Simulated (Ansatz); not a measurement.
## What a change does: single-point calculation on CH₈Ge₂

System: CH₈Ge₂ ((H3Ge)2CH2).
Method of the first run: RKS r2SCAN-D4/def2-TZVP (Ansatz 0.2.0).

The geometry comes from this level: r2SCAN-D4/def2-SVP. Text and figures count atoms from 1; the logs count them from 0 in places.

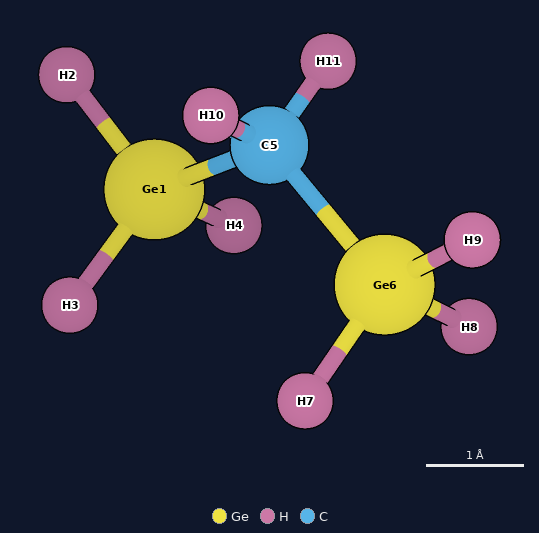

Fig. 1: The input geometry (ball-and-stick view, seen at an oblique angle; atoms are numbered from 1 in the order of the input). Sticks mark near contacts. Bond lengths as drawn: C–Ge 1.96 Å, C–H 1.10 Å and Ge–H 1.54 Å.

### Input file, the first run
```yaml
crystal:
  periodic: [false, false, false]
  atoms:
    - {symbol: Ge, position_ang: [-0.951858, -1.308270, 0.388819]}
    - {symbol: H, position_ang: [-1.611790, -1.817939, 1.681594]}
    - {symbol: H, position_ang: [0.011049, -2.385554, -0.136913]}
    - {symbol: H, position_ang: [-2.043956, -1.064109, -0.665490]}
    - {symbol: C, position_ang: [0.027050, 0.352559, 0.729783]}
    - {symbol: Ge, position_ang: [0.935173, 1.090322, -0.839897]}
    - {symbol: H, position_ang: [1.969337, 0.082215, -1.367232]}
    - {symbol: H, position_ang: [-0.088291, 1.375955, -1.951228]}
    - {symbol: H, position_ang: [1.655617, 2.400316, -0.477386]}
    - {symbol: H, position_ang: [0.775282, 0.168692, 1.518510]}
    - {symbol: H, position_ang: [-0.677611, 1.105802, 1.119449]}
basis:
  gaussian: {orbitals: def2-TZVP, initial_orbitals: start.molden}
hamiltonian: {xc: r2scan, dispersion: d4}
scf: {omitted_lower_state_checks: [starts]}
output: {orbitals: {seedname: orbitals}}
```

Launched with:
```bash
ansatz run in.yaml --threads 4 --pin off --events-out ev --progress --plain --max-ram 3916MiB
```

Hardware: 4 threads of Arm Neoverse V1, 23 GiB of memory available, shared host.

### Output (the first run)
```
Functional definition: r2SCAN
  parameter k0 = 0.174
  parameter k1 = 0.065
  parameter a1 = 4.9479
  exchange = r2scan_x(k0 = k0, k1 = k1, a1 = a1)
  correlation = r2scan_c
these checks for a lower state are left out or cut short: starts
1248 factors; their error is unknown
mean field evaluation 1: about -114202.7581 eV, gradient 8.2e0 eV
mean field evaluation 2: about -114202.8035 eV, gradient 6.3e-2 eV
mean field evaluation 4: about -114202.7798 eV, gradient 7.1e-5 eV
mean field -114202.77980255 eV, -4196.8747483193 hartree, gradient 2.3e-5 eV, S^2 0.000000; 0 other end points of the search recorded, 0 dependent functions left out
reference -114202.77981552 eV, -4196.8747487960 hartree; 39, 39 occupied and 136, 136 virtual orbitals, 1248 factors
Total energy: -114202.83131331 eV, -4196.8766413049 hartree
Checks for a lower state left out: starts
```

The second run used a changed input.

### The two runs side by side

| quantity | the first run | the second run |
| --- | --- | --- |
| outcome | converged | converged |
| total energy (hartree) | −4196.876641 | −4196.877514 |
| HOMO (eV) | −7.57 | −7.56 |
| LUMO (eV) | 0.06 | −0.16 |
| basis functions | 175 | 217 |
| wall time (shared host) | 3.6 s | 5.5 s |

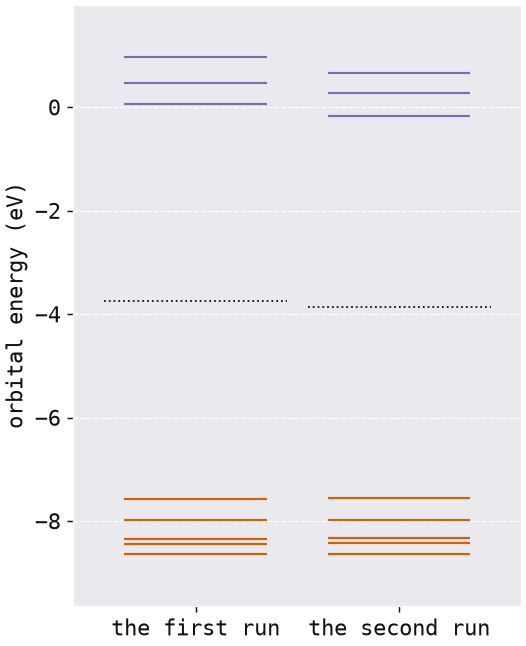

Fig. 2: The five highest filled and three lowest empty orbital energies of the two runs; the dotted lines part filled from empty levels. The HOMO–LUMO gap is 7.63 eV in the first run and 7.39 eV in the second run.

Which change of the input explains these differences?

The change (lines with − go, lines with + come):
```diff
-  gaussian: {orbitals: def2-TZVP, initial_orbitals: start.molden}
+  gaussian: {orbitals: def2-TZVPD, initial_orbitals: start.molden}
```

The total energy of the second run is 0.5 kcal/mol lower, which measures the change of basis and not a stability. The LUMO goes from 0.06 to −0.16 eV. Diffuse functions give room to the loosely bound empty orbitals, which lowers the LUMO. The basis functions go from 175 to 217. On the same kind of shared host the second run took about 1.5 times as long.

### Output (the second run)
```
Functional definition: r2SCAN
  parameter k0 = 0.174
  parameter k1 = 0.065
  parameter a1 = 4.9479
  exchange = r2scan_x(k0 = k0, k1 = k1, a1 = a1)
  correlation = r2scan_c
these checks for a lower state are left out or cut short: starts
1328 factors; their error is unknown
mean field evaluation 1: about -114202.7493 eV, gradient 1.1e1 eV
mean field evaluation 2: about -114202.8183 eV, gradient 1.0e-1 eV
mean field evaluation 4: about -114202.8035 eV, gradient 1.3e-4 eV
mean field -114202.80354035 eV, -4196.8756206674 hartree, gradient 8.3e-6 eV, S^2 0.000000; 0 other end points of the search recorded, 0 dependent functions left out
reference -114202.80355440 eV, -4196.8756211839 hartree; 39, 39 occupied and 178, 178 virtual orbitals, 1328 factors
Total energy: -114202.85505219 eV, -4196.8775136927 hartree
Checks for a lower state left out: starts
```
